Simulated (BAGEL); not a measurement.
# CH3AlCl (SMILES [CH3][Al][Cl]): UHF/def2-SVPD (density fitting with qzvpp-jkfit)

What is the energy change on altering one bond length of CH3AlCl at UHF/def2-SVPD (density fitting with qzvpp-jkfit)? 

The results are computed with BAGEL 1.2.2.

2 further runs of the same task are left out: 2 set aside as unsound or not needed.

## 1. The molecule

The species is CH3AlCl (6 atoms), meant as a doublet with charge 0. As SMILES, `[CH3][Al][Cl]`. The coordinates come from a PBE0-D4/def2-TZVP relaxation.

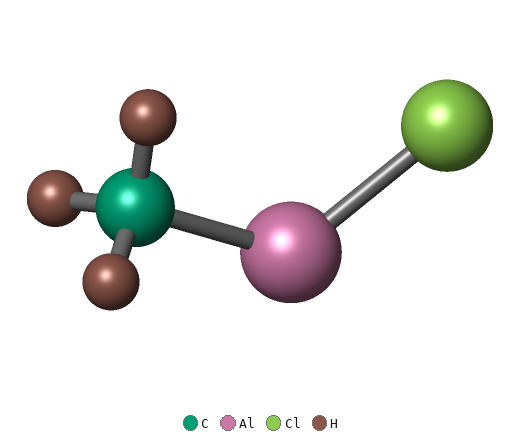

The structure, seen from a chosen angle (carbon teal, aluminium pink, chlorine green, hydrogen brown).

## 2. A single-point energy at UHF/def2-SVPD (density fitting with qzvpp-jkfit)

The input, job.json:

```json
{ "bagel": [

{
  "title": "molecule",
  "basis": "def2-svpd.json",
  "df_basis": "qzvpp-jkfit",
  "angstrom": true,
  "geometry": [
    { "atom": "C", "xyz": [   -0.441400,    0.449000,   -0.287200 ] },
    { "atom": "Al", "xyz": [    0.123100,   -1.352900,    0.254500 ] },
    { "atom": "Cl", "xyz": [    2.028600,   -1.546300,    1.168800 ] },
    { "atom": "H", "xyz": [    0.335300,    1.177300,   -0.041400 ] },
    { "atom": "H", "xyz": [   -1.368200,    0.727800,    0.222100 ] },
    { "atom": "H", "xyz": [   -0.635200,    0.481000,   -1.363100 ] }
  ]
},
{
  "title": "uhf",
  "charge": 0,
  "nopen": 1
},
{
  "title": "print",
  "file": "orbitals.molden",
  "orbitals": true
}

]}
```

The basis set def2-SVPD is read from a file made from the Basis Set Exchange's data (not shown).

Started as:

```bash
$ BAGEL_NUM_THREADS=1 BAGEL job.json > job.out
```

The program printed:

```text
* using 1 threads per process

  ===============================================================
  ===============================================================

  *** Geometry ***

  { "atom" : "C", "xyz" : [     -0.834125,      0.848487,     -0.542729 ] },
  { "atom" : "Al", "xyz" : [      0.232625,     -2.556610,      0.480935 ] },
  { "atom" : "Cl", "xyz" : [      3.833498,     -2.922084,      2.208712 ] },
  { "atom" : "H", "xyz" : [      0.633625,      2.224775,     -0.078235 ] },
  { "atom" : "H", "xyz" : [     -2.585523,      1.375343,      0.419708 ] },
  { "atom" : "H", "xyz" : [     -1.200354,      0.908958,     -2.575886 ] },

  Number of auxiliary basis functions:      385

  Since a DF basis is specified, we compute 2- and 3-index integrals:
    o Being stored without compression. Storage requirement is 0.028 GB

  Number of basis functions:       95
  Number of electrons      :       39

    * METHOD: MOLECULE                             0.15

  *** Open-shell HF ***

  === Nuclear Repulsion ===
   116.1503370439

      * DIIS with orbital gradients will be used.

  === UHF iteration (def2-svpd.json) ===
      0       -740.68357546          0.02976375           0.10
      1       -740.81031346          0.01537755           0.10
      2       -740.83506918          0.00665609           0.10
      3       -740.84078636          0.00122153           0.10
      4       -740.84179672          0.00033508           0.10
      5       -740.84190099          0.00016103           0.09
      6       -740.84194318          0.00005456           0.10
      7       -740.84195003          0.00002548           0.10
      8       -740.84195194          0.00001070           0.10
      9       -740.84195228          0.00000399           0.10
     10       -740.84195233          0.00000141           0.09
     11       -740.84195234          0.00000066           0.09
     12       -740.84195234          0.00000029           0.10
     13       -740.84195234          0.00000014           0.10
     14       -740.84195234          0.00000008           0.10
     15       -740.84195234          0.00000005           0.10
     16       -740.84195234          0.00000002           0.10
     17       -740.84195234          0.00000001           0.10
    * SCF iteration converged.

    * S^2 (UHF) is 0.7551

    * Permanent dipole moment:
           (    0.741549,    -0.192755,     0.374060) a.u.

    * METHOD: UHF                                  1.90

    * METHOD: PRINT                                0.02

  ===============================================================
```

Run time: 2.2 s. Hardware: 1 thread of Arm Neoverse V1, shared host; peak memory 0.1 GiB.

## 3. The distorted shape

The input, input.json:

```json
{ "bagel" : [

{
  "title" : "molecule",
  "basis" : "def2-svpd.json",
  "df_basis" : "qzvpp-jkfit",
  "angstrom" : "true",
  "geometry" : [
    { "atom" : "C", "xyz" : [      -0.412336,       0.444201,      -0.125850 ] },
    { "atom" : "Al", "xyz" : [       0.152164,      -1.357699,       0.415850 ] },
    { "atom" : "Cl", "xyz" : [       2.057664,      -1.551099,       1.330150 ] },
    { "atom" : "H", "xyz" : [       0.364364,       1.172501,       0.119950 ] },
    { "atom" : "H", "xyz" : [      -1.339136,       0.723001,       0.383450 ] },
    { "atom" : "H", "xyz" : [      -0.635200,       0.481000,      -1.363100 ] }
  ]
},

{ "title" : "uhf", "nopen" : 1 },

{ "title" : "print", "file" : "orbitals.molden", "orbitals" : "true" }

]}
```

The basis set def2-SVPD is read from a file made from the Basis Set Exchange's data (not shown).

Started as:

```bash
$ BAGEL_NUM_THREADS=1 BAGEL input.json > input.out
```

The program printed:

```text
* using 1 threads per process

  ===============================================================
  ===============================================================

  *** Geometry ***

  { "atom" : "C", "xyz" : [     -0.779202,      0.839418,     -0.237822 ] },
  { "atom" : "Al", "xyz" : [      0.287548,     -2.565679,      0.785843 ] },
  { "atom" : "Cl", "xyz" : [      3.888421,     -2.931152,      2.513619 ] },
  { "atom" : "H", "xyz" : [      0.688548,      2.215706,      0.226673 ] },
  { "atom" : "H", "xyz" : [     -2.530600,      1.366274,      0.724615 ] },
  { "atom" : "H", "xyz" : [     -1.200354,      0.908958,     -2.575886 ] },

  Number of auxiliary basis functions:      385

  Since a DF basis is specified, we compute 2- and 3-index integrals:
    o Being stored without compression. Storage requirement is 0.028 GB

  Number of basis functions:       95
  Number of electrons      :       39

    * METHOD: MOLECULE                             0.15

  *** Open-shell HF ***

  === Nuclear Repulsion ===
   115.5529677597

      * DIIS with orbital gradients will be used.

  === UHF iteration (def2-svpd.json) ===
      0       -740.67654059          0.02813669           0.10
      1       -740.79743528          0.01483191           0.10
      2       -740.82172425          0.00671312           0.10
      3       -740.82771416          0.00125545           0.09
      4       -740.82880431          0.00037614           0.10
      5       -740.82892963          0.00017616           0.09
      6       -740.82898148          0.00005749           0.10
      7       -740.82898945          0.00002590           0.10
      8       -740.82899152          0.00001102           0.10
      9       -740.82899191          0.00000395           0.10
     10       -740.82899196          0.00000147           0.10
     11       -740.82899197          0.00000069           0.10
     12       -740.82899197          0.00000030           0.10
     13       -740.82899197          0.00000015           0.10
     14       -740.82899197          0.00000008           0.10
     15       -740.82899197          0.00000005           0.10
     16       -740.82899197          0.00000002           0.10
     17       -740.82899197          0.00000001           0.10
    * SCF iteration converged.

    * S^2 (UHF) is 0.7550

    * Permanent dipole moment:
           (    0.726690,    -0.182280,     0.332413) a.u.

    * METHOD: UHF                                  1.89

    * METHOD: PRINT                                0.02

  ===============================================================
```

Wall time 2.2 s (1 thread of Arm Neoverse V1, shared host); peak memory 0.1 GiB.

## 4. Outcome

At UHF/def2-SVPD (density fitting with qzvpp-jkfit):

| quantity | value |
| --- | --- |
| first shape: total energy | -740.84195 Eh |
| first shape: dipole moment | 2.17 D |
| first shape: ⟨S²⟩ | 0.755 |
| distorted shape: total energy | -740.82899 Eh |
| distorted shape: dipole moment | 2.08 D |
| distorted shape: ⟨S²⟩ | 0.755 |
| energy change with the C1–H6 bond stretched from 1.094 to 1.258 Å | 0.353 eV |

With the C1–H6 bond stretched from 1.094 to 1.258 Å the energy rises by 0.35 eV (34.0 kJ/mol). The first shape isn't relaxed at this level, so the change isn't measured from a minimum.
